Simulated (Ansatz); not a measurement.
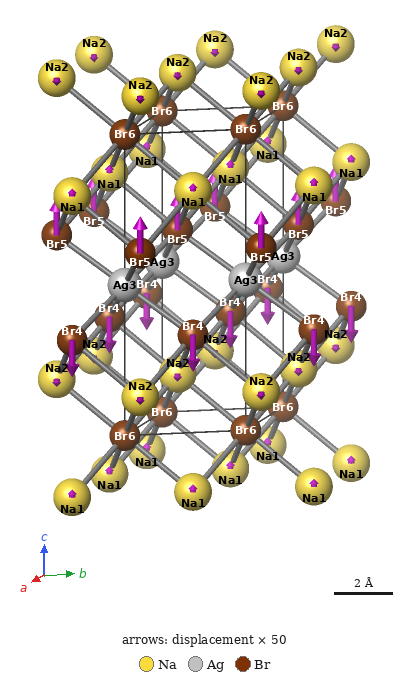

This is a relaxation of a crystal of Na₂AgBr₃ (built on the Sn2GeTe3-164 type type). The starting structure is drawn; purple arrows show the displacements (the part carried along by the change of the cell is left out), magnified 50 times.

Style: ball-and-stick. Shown: the cell of the calculation, slightly off an axis.

These are results of Ansatz 0.2.0, DFT, PBEsol, plane waves, PAW, not measurements.

The input:
```yaml
crystal:
  lattice:
    - [4.27300054, 0.0, 0.0]
    - [-2.13650027, 3.70052702, 0.0]
    - [0.0, 0.0, 10.60299176]
  atoms:
    - { symbol: Na, position: [0.33333333, 0.66666667, 0.827135] }
    - { symbol: Na, position: [0.66666667, 0.33333333, 0.172865] }
    - { symbol: Ag, position: [0.0, 0.0, 0.5] }
    - { symbol: Br, position: [0.33333333, 0.66666667, 0.348092] }
    - { symbol: Br, position: [0.66666667, 0.33333333, 0.651908] }
    - { symbol: Br, position: [0.0, 0.0, 0.0] }
kpoints:
  mp_grid: { grid: [6, 6, 2] }
hamiltonian:
  xc: pbesol
scf:
  occupations: { method: fermi_dirac, width: 0.03 }
relax:
  f_tol: 0.01
  cell: {}
  max_steps: 120
```

Command:
```bash
ansatz run input.yaml --threads 2 --pin off --max-ram 2211MiB --backend cpu --events-out ev --progress --plain --runs-dir out
```

What did the optimiser do to the structure, and how much energy did it gain?

Answer. Over 3 accepted moves (4 points after the start) the energy falls by 27.4 meV per atom. The largest force component goes from 0.09 to 0.006 eV/Å. The pressure goes from −2.55 to −0.01 GPa. At 1 point the geometry stayed and the basis and grid were re-selected for the new cell (energy shift of 0.3 meV per atom at most each time). The largest moves relative to the cell, 0.026 Å, are those of Br4 and Br5. Br5 goes along +c. By element the largest moves are Br 0.026 Å, Na 0.005 Å. Ag stays in place. The drawn cell changes as follows: a = b 4.273 → 4.158 Å (−2.7 %), c 10.603 → 9.984 Å (−5.8 %); the volume changes by −10.8 %. Among the contacts that change: Na1–Br5 3.088 → 2.958 Å, Na1–Br6 3.073 → 2.954 Å, Ag3–Br4 2.946 → 2.854 Å. The space group stays P-3m1 (No. 164). The run took 11 s on 2 threads of Arm Neoverse V2, with other jobs on the host, peak memory 0.44 GiB.
